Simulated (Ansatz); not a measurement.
# Lattice dynamics of Y2ClO2F (built on the sites of a database entry of YOF), part 2 of 2

Wanted: phonon frequencies of Y2ClO2F (built on the sites of a database entry of YOF) and what follows from them.

Ansatz 0.2.0; DFT PBEsol, scalar-relativistic, plane waves, PAW.

So far. Step 4 (Relaxing to small forces for the phonons): The largest force component left is 0.25 meV/Å and the pressure is 0.001 GPa, within the tolerances set. The cell now holds 15.32 Å³/atom. Step 5 (Linear response at the zone centre): Before it was imposed, the acoustic sum rule was missed by 2.5e-4 eV/Å² and the charge sum rule by 0.0029 e. Small misses are needed for a sound result but don't prove that mesh and cutoff are converged. The relaxed cell has a = 3.968, c = 5.839 Å (conventional setting).

The structure was built from a prototype and need not be the compound's stable phase.

## 6. Response at finite wavevector

Stability and thermal properties need the whole zone. Linear response on a 2×2×2 q mesh gives force constants as far as a supercell of that size would, and the tensors from the zone-centre run are typed in so that the long-range dipole term is interpolated apart.

Contents of input.yaml:

```yaml
crystal:
  lattice:
    - [3.9678556729, 0.0, 0.0]
    - [0.0, 3.9678556729, 0.0]
    - [0.0, 0.0, 5.8386826923]
  atoms:
    - { symbol: "Y", position: [0.5, 0.0, 0.6847744398] }
    - { symbol: "Y", position: [0.0, 0.5, 0.3152255602] }
    - { symbol: O, position: [0.0, 0.0, 0.5] }
    - { symbol: O, position: [0.5, 0.5, 0.5] }
    - { symbol: F, position: [0.5, 0.5, 0.0] }
    - { symbol: Cl, position: [0.0, 0.0, 0.0] }
kpoints:
  mp_grid: { grid: [6, 6, 4] }
hamiltonian:
  xc: pbesol
scf:
  occupations: { method: fixed }
output:
  eigenvalues: true
phonons:
  method: dfpt
  qmesh: [2, 2, 2]
  temperatures: { t_max: 1000, t_step: 50 }
  qpath:
    path:
      - [[0.0, 0.0, 0.0], [0.0, 0.5, 0.0], [0.5, 0.5, 0.0], [0.0, 0.0, 0.0], [0.0, 0.0, 0.5], [0.0, 0.5, 0.5], [0.5, 0.5, 0.5], [0.0, 0.0, 0.5]]
      - [[0.0, 0.5, 0.0], [0.0, 0.5, 0.5]]
      - [[0.5, 0.5, 0.0], [0.5, 0.5, 0.5]]
    npoints: 10
  non_analytic_term:
    high_frequency_dielectric_tensor: [[3.918, 0.0, 0.0], [0.0, 3.918, 0.0], [0.0, 0.0, 3.6947]]
    born_effective_charges:
      - { species: "Y", tensor: [[4.1527, 0.0, 0.0], [0.0, 3.7287, 0.0], [0.0, 0.0, 3.375]] }
      - { species: "Y", tensor: [[3.7287, 0.0, 0.0], [0.0, 4.1527, 0.0], [0.0, 0.0, 3.375]] }
      - { species: O, tensor: [[-2.705, 0.0, 0.0], [0.0, -2.705, 0.0], [0.0, 0.0, -2.1348]] }
      - { species: O, tensor: [[-2.7014, 0.0, 0.0], [0.0, -2.7014, 0.0], [0.0, 0.0, -1.6788]] }
      - { species: F, tensor: [[-1.4844, 0.0, 0.0], [0.0, -1.4844, 0.0], [0.0, 0.0, -1.424]] }
      - { species: Cl, tensor: [[-0.9905, 0.0, 0.0], [0.0, -0.9905, 0.0], [0.0, 0.0, -1.5123]] }
    source: "zone-centre run at this cell"
```

Launch:

```console
$ ansatz run input.yaml --threads 8 --pin off --max-ram 14336MiB --backend cpu --events-out ev --progress --plain --runs-dir out
```

Numbers of over 12 decimals in the logs are rounded to 6 here.

Output:

```text
Warning: phonons: the dynamical matrix that this run interpolates holds no multipole term above the dipole-dipole one, and a site of this crystal is no centre of inversion, so its interpolated transverse optical and acoustic branches and sound speeds can stay off near Gamma, and the density of states and the thermodynamics with them. What a run solves at a wave vector of phonons.qpoints, Gamma apart, where the deck admits one, is free of this, and under fd what a larger phonons.supercell samples
[...]
Crystal: 6 atoms, lattice volume = 91.924 Å³
Basis set: ecut = 420 eV, 1803 PW (Γ), exchange–correlation on 54×54×80 points (8 copies of the dense FFT grid, shifted against one another)
Bands: 30, of which v1, the nominal top of the filled ones, is band 24 counted from 1 (23 counted from 0)
Symmetry: 8 space group operations
k-points: 30 of 144 (time reversal used)
[...]
SCF iter   1: F=—  HF=-10585.642918 eV  |F-HF|=—  |Δ(HF+E_count)|=         —  Δρ=1.41e-2  dr2=1.55e-1  ethr=1.77e-3  ⟨swp⟩=5.0  Hψ=3302  notcnv=0  defer=115
[...]
SCF iter  13: F=-10585.604274 eV  HF=-10585.604274 eV  |F-HF|=1.82e-12  |Δ(HF+E_count)|=  3.64e-12  Δρ=2.93e-8  dr2=6.66e-13  ethr=1.00e-12  ⟨swp⟩=5.0  Hψ=3434  notcnv=0
SCF 1 converged in 13 iterations: F = -10585.604274 eV  dr2 = 6.66e-13
[...]
NSCF: frozen V_eff on 30 k-points
[...]
DFPT response loops at q = (0, 0, 0) (fractional): preconditioner auto → none (the input reference at scf.mixing.eps_inf says where Resta's filter doesn't serve); β = 0.50; Broyden in place of MSR1
[...]
SCF converged after 13 iterations
Free energy (F): -10585.604274 eV
[...]
Internal energy: -10585.604274 eV  (E = F + TS)
E sigma→0 (E₀):  -10585.604274 eV
Fermi energy:    7.264745 eV
[...]
--- Band table (eV; the first three rows and the last of 30) ---
  k-point 0: bands = [... 20 lower, 6.6769, 7.0269, 7.0269, 7.2400, 12.6616, 12.6931, 12.7916, 13.2012, ... 2 higher]
  k-point 1: bands = [... 20 lower, 6.7525, 6.7525, 7.1049, 7.1049, 12.7362, 12.7492, 13.1985, 13.7081, ... 2 higher]
  k-point 2: bands = [... 20 lower, 6.8049, 6.8049, 7.1906, 7.1906, 12.8556, 12.8583, 13.6007, 14.2397, ... 2 higher]
  k-point 29: bands = [... 20 lower, 6.5896, 6.6630, 7.1645, 7.1645, 12.3991, 12.3991, 13.2944, 14.5126, ... 2 higher]
--- Phonons (Γ-DFPT): 11 representative perturbations + reference (Σ response iterations 33) ---
  ASR residual: 3.491e-5 → 0.000e0 eV/Å²; symmetrization residual: 2.483e-6 eV/Å²
  ASR residual per site (eV/Å²): 6.61e-6 6.61e-6 3.49e-5 2.49e-5 1.03e-5 5.10e-6
[...]
--- Phonons (arbitrary-q DFPT): 6 irreducible q on the 2×2×2 mesh ---
  q = [0.0000, 0.0000, 0.0000] (star 1, of the zone-centre solve; hermiticity 3.18e-7, symmetrization 9.92e-14): -131.29 -0.00 0.00 0.00 34.66 34.66 184.60 184.60 251.86 263.49 280.63 280.63 332.03 332.03 370.07 476.32 482.55 482.55
  q = [0.0000, 0.0000, -0.5000] (star 1, 11 solved perturbations in 456 linear systems a pass and spin channel, the states on 48 of 144 k-point pairs; hermiticity 2.45e-5, symmetrization 3.88e-6): -88.75 -88.75 110.08 117.24 117.24 155.00 168.12 168.12 200.06 279.72 279.72 332.77 332.77 342.53 356.55 482.19 482.19 551.08
  q = [0.0000, -0.5000, 0.0000] (star 2, 18 solved perturbations on 48 of 144 k-point pairs; hermiticity 4.22e-7, symmetrization 2.10e-14): -131.33 95.70 110.56 133.18 137.76 195.81 213.90 223.80 232.66 245.87 257.87 274.64 386.89 406.27 414.91 416.30 502.29 521.17
[...]
sum rule: each row above includes the acoustic sum rule's correction from the zone centre's row sums; it moved no ω² by more than (0.77 cm⁻¹)²
  mesh force constants: q→R imaginary residual 9.79e-18; ASR residual 3.491e-5 → 0.000e0 eV/Å²; symmetrization residual 1.243e-14 eV/Å²
  interpolated dispersion: 94 rows × 18 modes
  density of states and harmonic sums: on the 16×16×12 q-mesh, interpolated from the force constants of a 2×2×2 supercell (with the dipole–dipole term of supplied tensors)
  largest difference from the sums on the solved wave vectors: F 5.98e-2 eV, S 8.61e-5 and C_V 2.57e-5 eV/K
  zero-point energy: 0.286912 eV/cell   skipped modes (ω ≤ 0): 554, of them read as no rigid motion or as one in doubt: 551 (1.698e0 modes/cell left out, lowest -158.70 cm⁻¹)   left out of the sums: 9.44e-2 of the cell's modes: C_V's classical limit lies that fraction below 3 k_B per atom; for a crystal, a wire or a layer, F and S can be off by more, and a phonons.interpolated_qmesh denser along its periods is the remedy for the sampling
```

Wall time 2.1 min (8 threads of Arm Neoverse V2, shared host); peak memory 0.81 GiB.

This step gave:

```yaml
sum_rule_residual_before_enforcement: 3.49e-5 eV/Å²
lowest_frequency_on_the_path: -158.7 cm⁻¹
highest_frequency_on_the_path_or_at_a_solved_wavevector: 565 cm⁻¹
lowest_mode_on_the_q_mesh_acoustic_modes_at_gamma_apart: -158.7 cm⁻¹
```

Frequencies (cm⁻¹) solved at each irreducible wavevector; negative means imaginary. Frequencies by wavevector, by row:

```csv
q in reciprocal lattice units,star,mode 1,mode 2,mode 3,mode 4,mode 16,mode 17,mode 18
0 0 0,1,-131.3,0,0,0,476.3,482.6,482.6
0 0 -0.5,1,-88.8,-88.8,110.1,117.2,482.2,482.2,551.1
0 -0.5 0,2,-131.3,95.7,110.6,133.2,416.3,502.3,521.2
0 -0.5 -0.5,2,-85.7,98.3,110.3,127.4,417.2,500.9,503.7
-0.5 -0.5 0,1,-158.7,-108,-108,143.6,383.7,563.9,563.9
-0.5 -0.5 -0.5,1,-104.2,-104.2,-89.3,155.6,374.6,565,565
```

Interpolated from a 2×2×2 q mesh, rough between the solved points, with the LO-TO term (at Γ the limit along the path; where Γ stands inside the path, tables give the limit on arrival). The phonon branches at the labelled points (cm⁻¹):

```csv
point,branch 1,branch 2,branch 3,branch 4,branch 15,branch 16,branch 17,branch 18
Γ,-131,0,0,0,476,482,482,542
X,-131,96,111,133,415,416,502,521
M,-159,-108,-108,144,343,384,564,564
Γ,-131,0,0,0,476,482,482,542
Z,-89,-89,110,117,357,482,482,551
R,-86,98,110,127,417,417,501,504
A,-104,-104,-89,156,333,375,565,565
Z,-89,-89,110,117,357,482,482,551
jump to X,-131,96,111,133,415,416,502,521
R,-86,98,110,127,417,417,501,504
jump to M,-159,-108,-108,144,343,384,564,564
A,-104,-104,-89,156,333,375,565,565
```

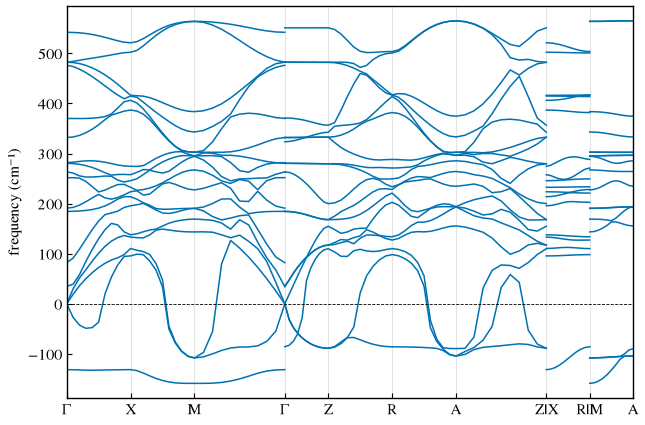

Phonon branches along the path.

The phonon density of states has structure finer than the step of the table below, so its rows give means over 50 cm⁻¹, whole bins alone (the curve runs from -155 to 565 cm⁻¹). Peaks (cm⁻¹: height): 105.0: 0.0312, 175.0: 0.0513, 205.0: 0.0521, 245.0: 0.0600, 285.0: 0.0678, 375.0: 0.0505, 535.0: 0.0300.

Tetrahedra on a 16×16×12 mesh, mean over bins of 10 cm-1. Interpolated from a 2×2×2 q mesh, rough between the solved points. The phonon density of states by wavenumber; means over each step:

```csv
wavenumber (cm⁻¹),phonon density of states (1/cm⁻¹/cell)
-100,0.0163
-50,0.00792
0,0.00421
50,0.00924
100,0.0239
150,0.0419
200,0.0414
250,0.0534
300,0.0437
350,0.0263
400,0.0268
450,0.0164
500,0.0193
```

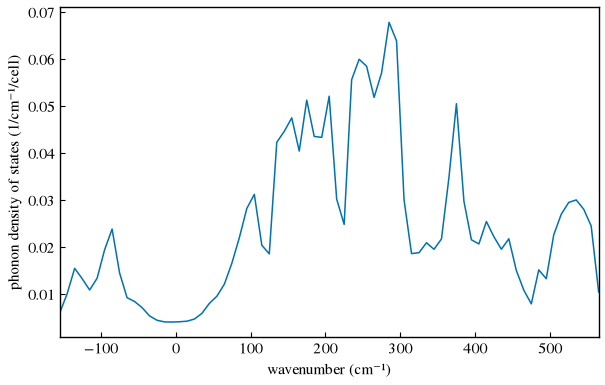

Phonon density of states, plotted against wavenumber.

The partial phonon density of states has structure finer than the step of the table below, so its rows give means over 50 cm⁻¹, whole bins alone (the curve runs from -169 to 591 cm⁻¹). Peaks (cm⁻¹: height): Cl -82.7: 0.00392, 285.4: 0.0300; F -130.5: 0.0108, -87.5: 0.0129, 204.1: 0.0114, 290.1: 0.0228; O 376.2: 0.0405, 533.9: 0.0267; Y -82.7: 0.00756, 103.7: 0.0207, 175.4: 0.0325, 242.3: 0.0328.

Phonopy on the run's constants, 15x15x9 mesh, Gaussian sigma 5.4 cm-1. Interpolated from a 2×2×2 q mesh, rough between the solved points. Table of partial phonon density of states by wavenumber; means over each step; values in 1/cm⁻¹/cell:

```csv
wavenumber (cm⁻¹),Cl,F,O,Y
-100,0.00207,0.00942,4.7e-4,0.00452
-50,0.00233,0.00267,2.6e-4,0.00359
0,4.7e-4,5.0e-4,9.1e-5,0.00101
50,0.00205,0.00212,4.4e-4,0.00540
100,0.00355,0.00373,0.00115,0.0158
150,0.00536,0.00617,0.00154,0.0286
200,0.00682,0.00901,0.00125,0.0246
250,0.0187,0.00836,0.00225,0.0237
300,0.0162,0.0112,0.0105,0.00622
350,6.0e-4,5.2e-4,0.0236,0.00118
400,0.00120,4.6e-4,0.0243,9.8e-4
450,3.9e-4,2.4e-4,0.0152,6.3e-4
500,9.7e-5,1.6e-4,0.0183,8.4e-4
550,8.9e-5,1.8e-4,0.0200,0.00117
```

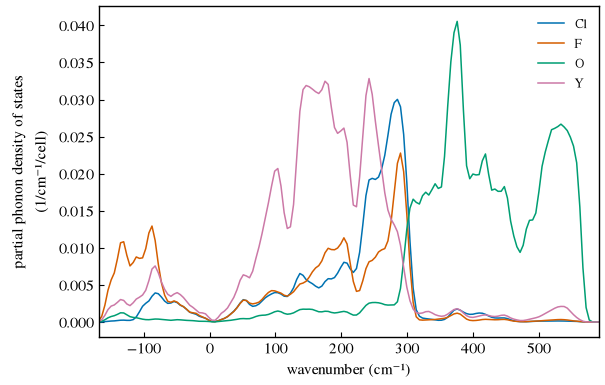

Partial phonon density of states, plotted against wavenumber.

Symmetry leaves 6 wavevectors to solve. The lowest mode among them, the acoustic zeros apart, lies at q = (-0.5, -0.5, 0) and is imaginary, 158.7i cm⁻¹, so the energy falls along it.

## 7. Isotope substitution, element Cl, natural mass 35.45 amu

An isotope changes the mass and not the force constants, so no new electronic calculation is needed; the shifts show which modes move this element.

The same force constants with the mass of Cl changed from 35.450 to 36.966 u (phonopy, no LO-TO term). Both lists are sorted by frequency; levels can cross, so a row need not hold one and the same mode. Modes under 3 cm⁻¹ are left out. Isotope shifts, by row, the first 40 of 60 rows:

```csv
q,rank,natural mass (cm⁻¹),changed mass (cm⁻¹)
0 0 0,1,-131.3,-131.1
0 0 0,5,34.66,34.48
0 0 0,6,34.66,34.48
0 0 0,7,184.6,184.3
0 0 0,8,184.6,184.3
0 0 0,9,251.9,248.7
0 0 0,10,263.5,263.5
0 0 0,11,280.6,277.4
0 0 0,12,280.6,277.4
0 0 0,13,332,332
0 0 0,14,332,332
0 0 0,15,370.1,369
0 0 0,16,476.3,475.7
0 0 0,17,482.6,482.5
0 0 0,18,482.6,482.5
0 0 -0.5,1,-88.75,-88.38
0 0 -0.5,2,-88.75,-88.38
0 0 -0.5,3,110.1,109.8
0 0 -0.5,4,117.2,116.7
0 0 -0.5,5,117.2,116.7
0 0 -0.5,6,155,155
0 0 -0.5,7,168.1,168.1
0 0 -0.5,8,168.1,168.1
0 0 -0.5,9,200.1,198.7
0 0 -0.5,10,279.7,276.6
0 0 -0.5,11,279.7,276.6
0 0 -0.5,12,332.8,332.6
0 0 -0.5,13,332.8,332.6
0 0 -0.5,14,342.5,338.6
0 0 -0.5,15,356.6,356.6
0 0 -0.5,16,482.2,482.2
0 0 -0.5,17,482.2,482.2
0 0 -0.5,18,551.1,551.1
0 -0.5 0,1,-131.3,-131.3
0 -0.5 0,2,95.7,95.7
0 -0.5 0,3,110.6,110.3
0 -0.5 0,4,133.2,132.7
0 -0.5 0,5,137.8,137.2
0 -0.5 0,6,195.8,194.3
0 -0.5 0,7,213.9,212.6
```

A mode of this element alone would shift by -2.07 %. The highest zone-centre frequency without the field goes from 482.6 to 482.5 cm⁻¹ (-0.0 %).

## 8. Isotope substitution, element O, natural mass 15.999 amu

The same for O, from 16.00 to 18.00 u.

The same force constants with the mass of O changed from 15.999 to 17.999 u (phonopy, no LO-TO term). Both lists are sorted by frequency; levels can cross, so a row need not hold one and the same mode. Modes under 3 cm⁻¹ are left out. Isotope shifts, by row, the first 40 of 60 rows:

```csv
q,rank,natural mass (cm⁻¹),changed mass (cm⁻¹)
0 0 0,1,-131.3,-130.7
0 0 0,5,34.66,34.62
0 0 0,6,34.66,34.62
0 0 0,7,184.6,184.4
0 0 0,8,184.6,184.4
0 0 0,9,251.9,249.5
0 0 0,10,263.5,263.5
0 0 0,11,280.6,280.2
0 0 0,12,280.6,280.2
0 0 0,13,332,316.4
0 0 0,14,332,316.4
0 0 0,15,370.1,353.4
0 0 0,16,476.3,453.1
0 0 0,17,482.6,455.1
0 0 0,18,482.6,455.1
0 0 -0.5,1,-88.75,-88.29
0 0 -0.5,2,-88.75,-88.29
0 0 -0.5,3,110.1,110.1
0 0 -0.5,4,117.2,116.9
0 0 -0.5,5,117.2,116.9
0 0 -0.5,6,155,153.6
0 0 -0.5,7,168.1,167.7
0 0 -0.5,8,168.1,167.7
0 0 -0.5,9,200.1,200.1
0 0 -0.5,10,279.7,279.1
0 0 -0.5,11,279.7,279.1
0 0 -0.5,12,332.8,317.6
0 0 -0.5,13,332.8,317.6
0 0 -0.5,14,342.5,336.2
0 0 -0.5,15,356.6,342.5
0 0 -0.5,16,482.2,454.8
0 0 -0.5,17,482.2,454.8
0 0 -0.5,18,551.1,524.3
0 -0.5 0,1,-131.3,-130.4
0 -0.5 0,2,95.7,95.57
0 -0.5 0,3,110.6,110
0 -0.5 0,4,133.2,133
0 -0.5 0,5,137.8,137.6
0 -0.5 0,6,195.8,195.2
0 -0.5 0,7,213.9,213.7
```

A mode of this element alone would shift by -5.72 %. The highest zone-centre frequency without the field goes from 482.6 to 455.1 cm⁻¹ (-5.7 %).

## 9. Outcome

* space group after relaxation (within 0.01 Å): P-4m2
* volume per atom: 15.3 Å³
* gap on the k-mesh: 5.03 eV
* highest optical mode at the zone centre (no LO-TO term): 483 cm⁻¹
* top of the zone-centre spectrum with the field: 551 cm⁻¹
* lowest optical zone-centre mode: -131 cm⁻¹
* mean high-frequency dielectric constant: 3.84
* largest Born charge (third of the trace): 3.75 e
* lowest mode on the q mesh (acoustic modes at Γ apart): -159 cm⁻¹
* highest frequency on the path or at a solved wavevector: 565 cm⁻¹
* imaginary modes on the 2×2×2 q mesh: yes

What this shows: Modes are clearly imaginary (beyond 10i cm⁻¹) at 6 of the 6 irreducible wavevectors, most at q = (-0.5, -0.5, 0) (158.7i cm⁻¹), so this structure is not a minimum of the energy. Without the field, the optical modes at Γ span -131 to 483 cm⁻¹ (negative means imaginary). The highest mode in this list at Γ, 482.6 cm⁻¹, is mostly motion of O (100 % of the kinetic energy). With the macroscopic field of the longitudinal modes the top of the zone-centre spectrum lies at 551 cm⁻¹, against 483 cm⁻¹ without it. Among the real modes, the strongest infrared line is at 332 cm⁻¹. The q mesh stands for a supercell only 7.9 Å across, so branches between the solved wavevectors are rough. The program warns that the interpolation holds no quadrupole term, so branches close to Γ can be off in this crystal. The starting cell was built on a prototype and not taken from a measurement, so the phase need not exist. These are harmonic frequencies at zero temperature: anharmonic shifts, linewidths and thermal expansion are left out.

[Logs are printed without paths, hosts, clocks, repeated set-up lines and the standing remarks that a program may print on its own settings, such as how far it seeks lower states.]

[Hosts, paths, dates, database ids (printed as entryN), source tags and the programs' standing remarks are cut or masked in the printed files.]
